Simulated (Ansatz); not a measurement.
## Run report: SiH6O, frequency calculation

The run: frequency calculation of SiH6O. Method and program: RKS PBE/def2-mTZVP (Ansatz 0.2.0).

It belongs to a series of runs on one base structure; here: vibrations at the highest image of the band. Figures and captions count atoms from 1; the log counts them from 0 in places.

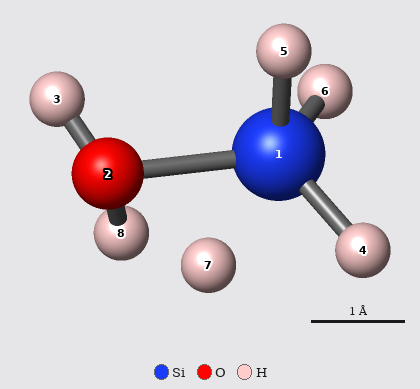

Fig. 1: The input geometry (ball-and-stick view, seen at a tilt; atoms are numbered from 1 in the order of the input). Bond lengths as drawn: H–O 0.98 to 1.15 Å, H–Si 1.49 to 1.52 Å and O–Si 1.91 Å.

## Summary

```tsv
quantity	value
outcome	converged
total energy	−10014.4651 eV
mean-field energy	−10014.4651 eV
largest force (length of the vector)	0.031 eV/Å
hardware	1 thread of Arm Neoverse V2, 24 GiB of memory available, shared host
wall time	33 s
peak memory	0.093 GiB
```

## The input
```yaml
crystal:
  periodic: [false, false, false]
  atoms:
    - { symbol: Si, position_ang: [0.096619, -0.049567, 0.021479] }
    - { symbol: O, position_ang: [0.121125, -0.304787, 1.915549] }
    - { symbol: H, position_ang: [-0.759718, -0.336047, 2.347837] }
    - { symbol: H, position_ang: [1.372941, 0.431494, -0.588152] }
    - { symbol: H, position_ang: [-0.703077, 1.219828, 0.248151] }
    - { symbol: H, position_ang: [-0.785764, -0.820672, -0.913752] }
    - { symbol: H, position_ang: [0.863304, -1.612739, 0.440361] }
    - { symbol: H, position_ang: [0.524972, -1.296907, 1.496426] }
basis:
  gaussian: { orbitals: def2-mTZVP }
hamiltonian:
  xc: pbe
phonons: {}
```

Run as:
```bash
ansatz run input.yaml --threads 1 --pin off --max-ram 2048MiB --backend cpu --events-out ev --progress --plain --runs-dir out
```

## Output
```
Engine: ansatz 0.2.0, aarch64-unknown-linux-gnu
Functional definition: PBE
  parameter kappa = 0.804
  parameter beta = 0.06672455060314922
  exchange = pbe_x(kappa = kappa, mu = beta*pi^2/3)
  correlation = pbe_c(beta = beta)
630 factors; their error is unknown
mean field evaluation 1: about -10009.7498 eV, gradient 5.3e1 eV
mean field evaluation 2: about -9988.5049 eV, gradient 1.2e2 eV
mean field evaluation 4: about -10014.4248 eV, gradient 3.7e0 eV
mean field evaluation 8: about -10014.4764 eV, gradient 4.1e-2 eV
mean field evaluation 16: about -10014.4651 eV, gradient 4.6e-5 eV
mean field -10014.46506407 eV, -368.0248030563 hartree, gradient 4.6e-5 eV, S^2 0.000000; 0 other end points of the search recorded, 0 dependent functions left out
the calculation of the forces begins
reference -10014.46510033 eV, -368.0248043888 hartree; 14, 14 occupied and 50, 50 virtual orbitals, 630 factors
these checks for a lower state are left out or cut short: stability, starts, cluster_reference, orbital_swaps, neighbouring_geometries, increment
630 factors; their error is unknown
mean field -10014.46496769 eV, -368.0247995145 hartree, gradient 1.3e-6 eV, S^2 0.000000; 0 other end points of the search recorded, 0 dependent functions left out
[... from here on the field's lines of each further geometry are left out, up to the last ...]
the calculation of the forces begins
reference -10014.46507362 eV, -368.0248034072 hartree; 14, 14 occupied and 50, 50 virtual orbitals, 630 factors
these checks for a lower state are left out or cut short: stability, starts, cluster_reference, orbital_swaps, neighbouring_geometries, increment
630 factors; their error is unknown
mean field -10014.46509115 eV, -368.0248040515 hartree, gradient 2.3e-6 eV, S^2 0.000000; 0 other end points of the search recorded, 0 dependent functions left out
the calculation of the forces begins
reference -10014.46512741 eV, -368.0248053839 hartree; 14, 14 occupied and 50, 50 virtual orbitals, 630 factors
WARN: phonons: modes at or below zero, which the zero-point energy, F, S and C_V leave out: 1, the lowest at -1233.38 cm⁻¹. A minimum has none, and a first-order saddle one
Total energy: -10014.46510033 eV, -368.0248043888 hartree
Atom 0 at     0.096619    -0.049567     0.021479 Å, force    -0.001352     0.004389    -0.009865 eV/Å
Atom 1 at     0.121125    -0.304787     1.915549 Å, force     0.028830     0.005332     0.010858 eV/Å
Atom 2 at    -0.759718    -0.336047     2.347837 Å, force    -0.015426    -0.007441    -0.005498 eV/Å
Atom 3 at     1.372941     0.431494    -0.588152 Å, force    -0.007659    -0.005302     0.006826 eV/Å
Atom 4 at    -0.703077     1.219828     0.248151 Å, force     0.000696    -0.004210     0.000973 eV/Å
Atom 5 at    -0.785764    -0.820672    -0.913752 Å, force     0.002260     0.002160     0.003330 eV/Å
Atom 6 at     0.863304    -1.612739     0.440361 Å, force     0.001953    -0.006803     0.004132 eV/Å
Atom 7 at     0.524972    -1.296907     1.496426 Å, force    -0.009302     0.011874    -0.010755 eV/Å
Dipole moment:    -0.271695    -0.087790     0.322794 e Å
Vibrations: -1233.38 174.84 414.75 537.60 651.98 802.64 871.62 896.81 952.71 1014.62 1043.73 1338.23 1586.28 1861.67 2048.86 2138.51 2174.84 3623.40 cm⁻¹, zero-point energy 1.372076 eV
```

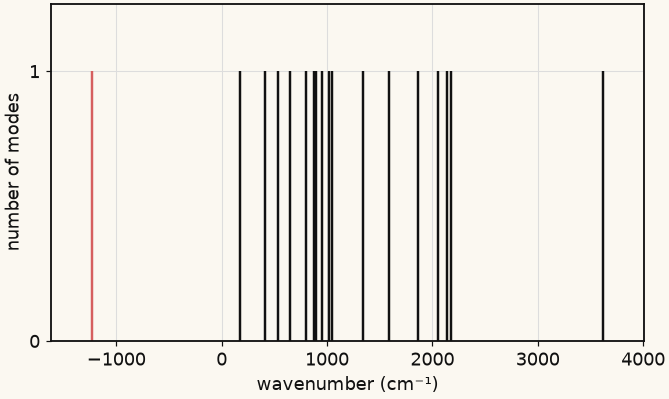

Fig. 2: Harmonic vibrational wavenumbers from the force constants; neighbouring modes closer than 22 cm⁻¹ are counted in one stick, and imaginary ones are drawn at negative wavenumbers. 18 modes from 1233i to 3623 cm⁻¹, 1 imaginary beyond 8i (1233i cm⁻¹): a first-order saddle point, if the geometry is stationary.
